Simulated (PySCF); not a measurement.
CH₈Si₂ (SMILES [SiH3]C[SiH3])

The calculation's input:

```
{"job": {"kind": "nmr", "xc": "PBE0", "basis": "pcSseg-2"}, "charge": 0, "multiplicity": 1}
Si    -1.493990    -0.349088    -0.416480
C      0.341782    -0.668007    -0.152450
Si     1.320734     0.782831     0.539435
H     -1.691362     0.771003    -1.387562
H     -2.174604    -1.567673    -0.954045
H     -2.147479     0.026706     0.875096
H      0.454968    -1.528059     0.529982
H      0.789692    -0.966285    -1.116172
H      1.212325     1.963927    -0.371758
H      2.766561     0.429004     0.685860
H      0.789685     1.174455     1.881451
```

Command:

```sh
OMP_NUM_THREADS=1 python cluster_run.py task.json out
```

Geometry: PBE0-D3(BJ)/def2-SVP.

Computed with PBE0/pcSseg-2, SCF density, gas phase, non-relativistic in PySCF 2.14.0.

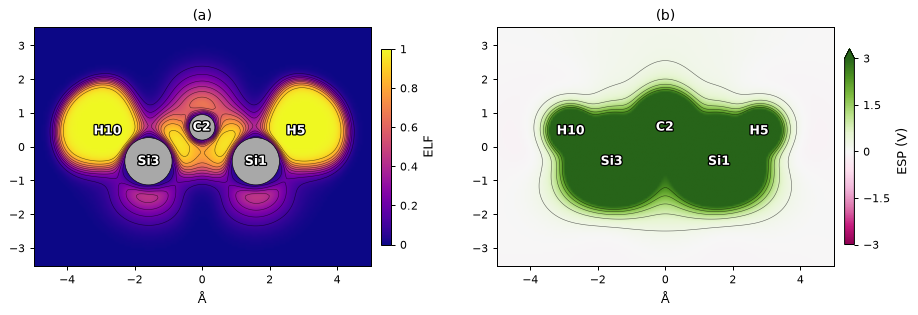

Figure 1. (a) electron localisation function; (b) molecular electrostatic potential on the plane of atoms C2, Si3 and H10. Grey discs cover the atomic cores in the ELF map.

Question: Describe what can be read from this map.

Answer: The section cuts through Si, C and H sites. C–Si (1.88 Å): the ELF peaks at about 0.95 between the atoms; a shared electron pair. Si–H (1.50 Å): the ELF climbs to about 1 towards the hydrogen, as it does in any bond to H. The potential has no marked negative region in this plane.

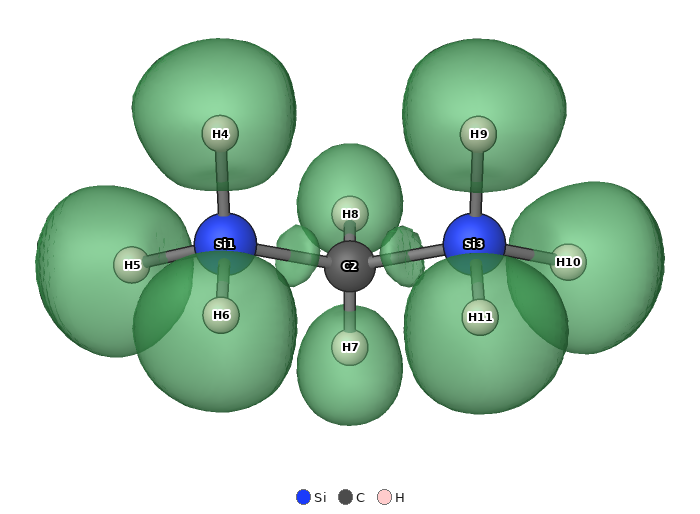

Figure 2. Isosurface of the electron localisation function at 0.9 (green), seen from one side. Core shells and regions of very low density are left out.

Question: Where are the electrons localised?

Answer: The ELF exceeds this value in two regions between bonded C–Si atoms (shared pairs) and eight regions around hydrogen nuclei.


 C–H (1.10 Å): the ELF climbs to about 1 towards the hydrogen (a covalent bond by its length).

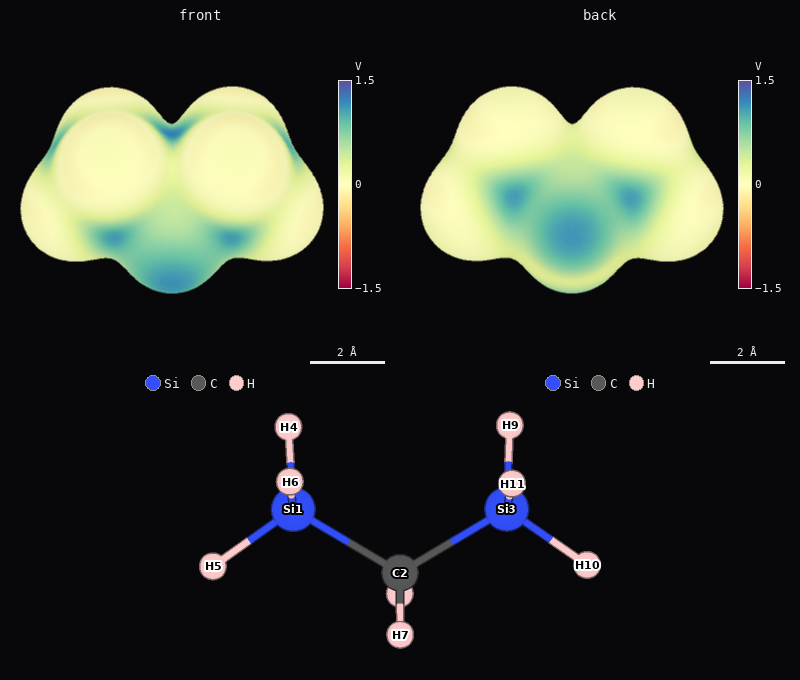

Figure 3. The electrostatic potential painted on the density surface at 0.002 e/bohr³, seen from the front and from behind; the colour scale runs from red (negative) to blue (positive). The bare structure is drawn below in the same view.

Question: Describe the electrostatic potential map.

Answer: The most negative region (about −0.1 V) lies over the H atoms, the most positive (about +1.1 V) over Si1, Si3, H7 and H8.

Question: What dipole moment does the calculation give?

Answer: Its dipole moment is 0.85 D.
